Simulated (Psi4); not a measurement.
# InHBr (SMILES [Br][InH]) at 3 levels

Wanted: a comparison of 3 runs (U-wB97M-V/def2-SVPD, UB2PLYP/def2-SVPD, UCAM-B3LYP/def2-SVPD) of InHBr. 

The results are computed with Psi4 1.11.

**1. The system as given**

InHBr: 3 atoms, total charge 0, spin state doublet. SMILES: `[Br][InH]`. The Br1–In2 distance was set to 4.520 Å, away from the relaxed value. At this shape a bond of the SMILES string is far longer than usual.

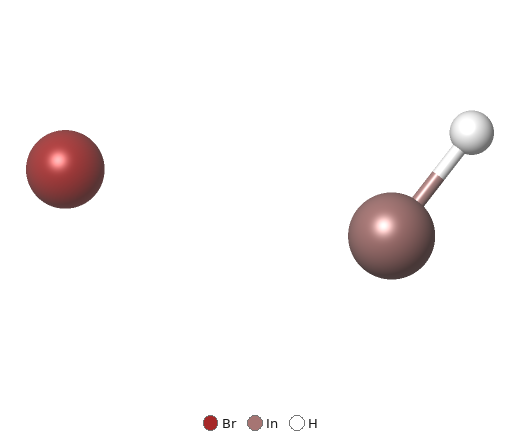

Viewed from a chosen angle; bromine red, indium brown, hydrogen white.

**2. The energy at U-wB97M-V/def2-SVPD (core potential) (run 1)**

Contents of input.json:

```json
{
  "schema_name": "qcschema_input",
  "schema_version": 1,
  "molecule": {
    "schema_name": "qcschema_molecule",
    "schema_version": 2,
    "symbols": ["Br", "In", "H"],
    "geometry": [6.60276922, -0.11809843, 3.56564675, -0.80237771, -1.1674728, -0.55803612, -2.52977636, 1.62932186, -1.19997609],
    "molecular_charge": 0,
    "molecular_multiplicity": 2,
    "fix_symmetry": "c1",
    "fix_com": true,
    "fix_orientation": true
  },
  "driver": "energy",
  "model": {
    "method": "wb97m-v",
    "basis": "def2-SVPD"
  },
  "keywords": {
    "reference": "uks",
    "puream": true,
    "e_convergence": 1e-09,
    "d_convergence": 1e-08,
    "scf_type": "pk",
    "dft_radial_points": 99,
    "dft_spherical_points": 590,
    "maxiter": 200
  }
}
```

Run with:

```console
$ psi4 --qcschema input.json -n 1 --memory 1600MB
```

stdout:

```text
[...]
    !!!  WARNING: ECP capability is in beta. Please check occupations closely.  !!!
[...]
  Running in c1 symmetry.
[...]
  Nuclear repulsion =   95.679060691713204
[...]
  Multiplicity = 2
[...]
  Nalpha       = 29
  Nbeta        = 28
[...]
    Number of basis functions: 81
[...]
   @UKS iter   1: -2763.87005143532770   -2.23636e+00   1.69812e-02 DIIS/ADIIS
[...]
   @UKS iter  29: -2764.31299936175174   -2.04636e-11   6.23363e-09 DIIS
[...]
   @S^2 Observed:                7.579606864E-01
[...]
    Orbital Energies [Eh]
    ---------------------
    Alpha Occupied:
       1A   -483.476917     2A    -62.807822     3A    -56.516347
       4A    -56.509451     5A    -56.509441     6A     -8.914682
       7A     -6.710412     8A     -6.689713     9A     -6.689672
      10A     -4.824094    11A     -3.220780    12A     -3.220596
      13A     -3.208695    14A     -2.789413    15A     -2.784256
      16A     -2.784223    17A     -2.768810    18A     -2.768809
      19A     -0.897987    20A     -0.885051    21A     -0.885049
      22A     -0.876657    23A     -0.874800    24A     -0.874629
      25A     -0.483135    26A     -0.449144    27A     -0.408433
      28A     -0.408170    29A     -0.298162
    Alpha Virtual:
[...]
  @UKS Final Energy: -2764.31299936175174
   => Energetics <=
    Nuclear Repulsion Energy =             95.6790606917132038
    One-Electron Energy =               -4107.6712294353937978
    Two-Electron Energy =                1332.1678103746123725
    DFT Exchange-Correlation Energy =     -84.7232624595848733
    Empirical Dispersion Energy =           0.0000000000000000
    VV10 Nonlocal Energy =                  0.2346214669014224
    Total Energy =                      -2764.3129993617517357
[...]
 Multipole Moments:
 ------------------------------------------------------------------------------------
     Multipole            Electronic (a.u.)      Nuclear  (a.u.)        Total (a.u.)
 ------------------------------------------------------------------------------------
 L = 1.  Multiply by 2.5417464519 to convert [e a0] to [Debye]
 Dipole X            :       -212.2631314          211.7172144           -0.5459169
 Dipole Y            :         26.8106492          -27.0210520           -0.2104028
 Dipole Z            :       -112.1969012          111.8789016           -0.3179996
 Magnitude           :                                                    0.6658967
[...]
```

The result, in JSON:

```text
{
 "driver": "energy",
 "model": {
  "method": "wb97m-v",
  "basis": "def2-SVPD"
 },
 "success": true,
 "return_result": -2764.3129993617517,
 "properties": {
  "calcinfo_nbasis": 81,
  "calcinfo_nmo": 81,
  "calcinfo_nalpha": 29,
  "calcinfo_nbeta": 28,
  "calcinfo_natom": 3,
  "nuclear_repulsion_energy": 95.6790606917132,
  "return_energy": -2764.3129993617517,
  "scf_one_electron_energy": -4107.671229435394,
  "scf_two_electron_energy": 1332.1678103746124,
  "scf_vv10_energy": 0.2346214669014224,
  "scf_xc_energy": -84.72326245958487,
  "scf_dipole_moment": [-0.5459169356570612, -0.2104027771873298, -0.3179995787910883],
  "scf_total_energy": -2764.3129993617517,
  "scf_iterations": 29
 }
}
```

Run time: 78 s. Hardware: 1 thread of AMD EPYC 7R43 (Zen 3), shared host; peak memory 1 GiB.

**3. The energy at UB2PLYP/def2-SVPD (core potential, density fitting for correlation) (run 2)**

Contents of brhin.py:

```python
import psi4

psi4.set_memory(1600000000)
psi4.set_num_threads(1)
psi4.set_output_file('psi4.out', False)

m = psi4.geometry("""
0 2
Br
In 1 4.5195
H 2 1.772392 1 115.92009
symmetry c1
""")

psi4.set_options({
    'basis': 'def2-SVPD',
    'reference': 'uks',
    'puream': True,
    'e_convergence': 1e-09,
    'd_convergence': 1e-08,
    'scf_type': 'pk',
    'dft_radial_points': 99,
    'dft_spherical_points': 590,
    'num_frozen_docc': 13,
    'maxiter': 200,
})

e, wfn = psi4.energy('b2plyp', molecule=m, return_wfn=True)
print(f'total energy {e:.8f} hartree = {e * 27.211386:.5f} eV')
```

Run with:

```console
$ python brhin.py
```

psi4.out:

```text
[...]
    !!!  WARNING: ECP capability is in beta. Please check occupations closely.  !!!
[...]
  Running in c1 symmetry.
[...]
  Nuclear repulsion =   95.679065714154675
[...]
  Multiplicity = 2
[...]
  Nalpha       = 29
  Nbeta        = 28
[...]
    Number of basis functions: 81
[...]
   @UKS iter   1: -2763.31200322493760   -2.24177e+00   1.65605e-02 ADIIS/DIIS
[...]
   @UKS iter  31: -2763.74916348594252   -1.36424e-11   1.78450e-09 DIIS
[...]
   @S^2 Observed:                7.686140781E-01
[...]
    Orbital Energies [Eh]
    ---------------------
    Alpha Occupied:
       1A   -485.810891     2A    -63.591271     3A    -57.234562
       4A    -57.227986     5A    -57.227979     6A     -9.175954
       7A     -6.925567     8A     -6.905343     9A     -6.905313
      10A     -4.982088    11A     -3.325310    12A     -3.325026
      13A     -3.314941    14A     -2.881086    15A     -2.876260
      16A     -2.876232    17A     -2.861792    18A     -2.861791
      19A     -0.888473    20A     -0.888467    21A     -0.880959
      22A     -0.878538    23A     -0.878275    24A     -0.870581
      25A     -0.445665    26A     -0.401364    27A     -0.353544
      28A     -0.353308    29A     -0.263898
    Alpha Virtual:
[...]
  @UKS Final Energy: -2763.74916348594252
   => Energetics <=
    Nuclear Repulsion Energy =             95.6790657141546745
    One-Electron Energy =               -4108.2943554243911422
    Two-Electron Energy =                1300.4517775964823159
    DFT Exchange-Correlation Energy =     -51.5856513721883232
    Empirical Dispersion Energy =           0.0000000000000000
    VV10 Nonlocal Energy =                  0.0000000000000000
    Total Energy =                      -2763.7491634859425176
[...]
 Multipole Moments:
 ------------------------------------------------------------------------------------
     Multipole            Electronic (a.u.)      Nuclear  (a.u.)        Total (a.u.)
 ------------------------------------------------------------------------------------
 L = 1.  Multiply by 2.5417464519 to convert [e a0] to [Debye]
 Dipole X            :         -2.2732059            2.1241932           -0.1490127
 Dipole Y            :       -101.8003468          100.6986700           -1.1016768
 Dipole Z            :         -0.0000002            0.0000000           -0.0000002
 Magnitude           :                                                    1.1117088
[...]
```

Standard output:

```text
total energy -2763.84589631 hartree = -75208.07753 eV
```

Run time: 19 s. Hardware: 1 thread of AMD EPYC 7R43 (Zen 3), shared host; peak memory 0.57 GiB.

**4. A single-point energy at UCAM-B3LYP/def2-SVPD (core potential) (run 3)**

Contents of input.dat:

```
memory 1.6 GB

molecule {
  0 2
  Br     3.494035    -0.062495     1.886859
  In    -0.424600    -0.617800    -0.295300
  H     -1.338700     0.862200    -0.635000
  symmetry c1
  no_reorient
  no_com
}

set {
  basis def2-SVPD
  reference uks
  puream true
  e_convergence 1e-09
  d_convergence 1e-08
  scf_type pk
  dft_radial_points 99
  dft_spherical_points 590
  maxiter 200
}

energy_value, wavefunction = energy("cam-b3lyp", return_wfn=True)
oeprop(wavefunction, "MAYER_INDICES", "QUADRUPOLE", "MULLIKEN_CHARGES", title="CAM-B3LYP")
print_variables()
```

Run with:

```console
$ psi4 -n 1 input.dat output.dat
```

output.dat:

```text
[...]
    !!!  WARNING: ECP capability is in beta. Please check occupations closely.  !!!
[...]
  Running in c1 symmetry.
[...]
  Nuclear repulsion =   95.679060626340728
[...]
  Multiplicity = 2
[...]
  Nalpha       = 29
  Nbeta        = 28
[...]
    Number of basis functions: 81
[...]
   @UKS iter   1: -2764.15057551960490   -2.12413e+00   1.75291e-02 ADIIS/DIIS
[...]
   @UKS iter  28: -2764.61949362908854   -7.27596e-12   3.73527e-09 DIIS
[...]
   @S^2 Observed:                7.648278187E-01
[...]
  @UKS Final Energy: -2764.61949362908854
   => Energetics <=
    Nuclear Repulsion Energy =             95.6790606263407284
    One-Electron Energy =               -4108.0857828109619732
    Two-Electron Energy =                1331.5325261138759743
    DFT Exchange-Correlation Energy =     -83.7452975583432817
    Empirical Dispersion Energy =           0.0000000000000000
    VV10 Nonlocal Energy =                  0.0000000000000000
    Total Energy =                      -2764.6194936290885380
[...]
 Multipole Moments:
 ------------------------------------------------------------------------------------
     Multipole            Electronic (a.u.)      Nuclear  (a.u.)        Total (a.u.)
 ------------------------------------------------------------------------------------
 L = 1.  Multiply by 2.5417464519 to convert [e a0] to [Debye]
 Dipole X            :       -212.9534154          211.7172145           -1.2362009
 Dipole Y            :         26.6913819          -27.0210521           -0.3296703
 Dipole Z            :       -112.5835469          111.8789014           -0.7046455
 Magnitude           :                                                    1.4606165
 L = 2.  Multiply by 1.3450342976 to convert [e a0^2] to [Debye ang]
 Quadrupole XX       :      -1584.1223308         1545.7994276          -38.3229032
 Quadrupole XY       :         15.1486167          -11.7421674            3.4064493
[...]
  Mulliken Charges: (a.u.)
   Center  Symbol    Alpha    Beta     Spin     Total
       1    BR    17.99771 17.19498  0.80273 -0.19268
       2    IN    10.43563 10.34244  0.09318  0.22193
       3     H     0.56667  0.46258  0.10408 -0.02925
   Total alpha = 29.00000, Total beta = 28.00000, Total charge =  0.00000
  Mayer Bond Indices:
  Total Bond Index:
  Irrep: 1 Size: 3 x 3
[...]
```

Run time: 23 s. Hardware: 1 thread of AMD EPYC 7R43 (Zen 3), shared host; peak memory 0.61 GiB.

**5. The series**

| run | level | frozen core orbitals | fitting correlation | energy (Eh) | dipole moment (D) | HOMO energy (eV) | LUMO energy (eV) | wall time |
| --- | --- | --- | --- | --- | --- | --- | --- | --- |
| 1 | U-wB97M-V/def2-SVPD (core potential) | 0 | – | -2764.312999 | 1.69 | -7.83 | -3.79 | 78 s |
| 2 | UB2PLYP/def2-SVPD (core potential, density fitting for correlation) | 13 | density fitting | -2763.845896 | – | -6.69 | -4.28 | 19 s |
| 3 | UCAM-B3LYP/def2-SVPD (core potential) | 0 | – | -2764.619494 | 3.71 | -7.26 | -4.60 | 23 s |

**6. Summary of results**

| quantity | value |
| --- | --- |
| run 3: total energy | -2764.61949 Eh |
| run 3: dipole moment | 3.71 D |
| run 3: HOMO energy (highest over α and β) | -7.26 eV |
| run 3: LUMO energy (lowest over α and β) | -4.60 eV |
| run 3: ⟨S²⟩ | 0.765 |

Totals of different functionals can't be ranked against each other. All runs together took 2 min, the longest 78 s.
